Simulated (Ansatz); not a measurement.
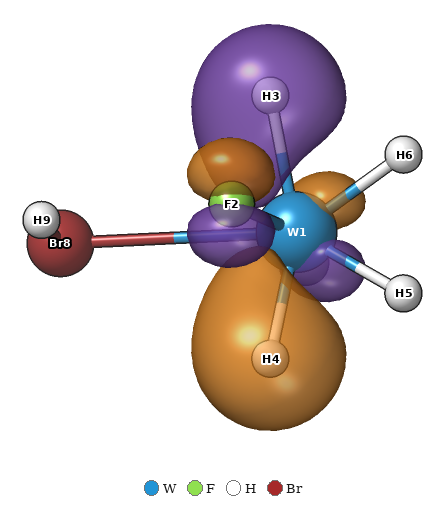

Figure. BrF2H5W. One frontier orbital at ±0.15 Å⁻³ᐟ² (orange and purple are the two phases), seen from one side.

Core potentials replace the inner electrons of W.

Theory: Ansatz 0.2.0, RKS CAM-B3LYP-D4/def2-SVP.

```xyz
9

W     0.0378    0.0438   -0.0361
F    -0.0461   -0.0496    1.8326
H     1.3406   -1.0313    0.3825
H    -1.0723    1.3145    0.3902
H    -1.5805   -0.3451   -0.2619
H    -0.3075   -1.5837   -0.2676
F     0.5882    0.6160   -1.6802
Br    2.0618    2.1234    0.8289
H     1.7250    1.7736    2.1716
```

Which orbital is it: HOMO or LUMO?

The HOMO, at −8.81 eV. Its weight (Hirshfeld) is mainly on W1 (about 30 %), H3 (about 25 %), H4 (about 25 %) and F2 (about 10 %).
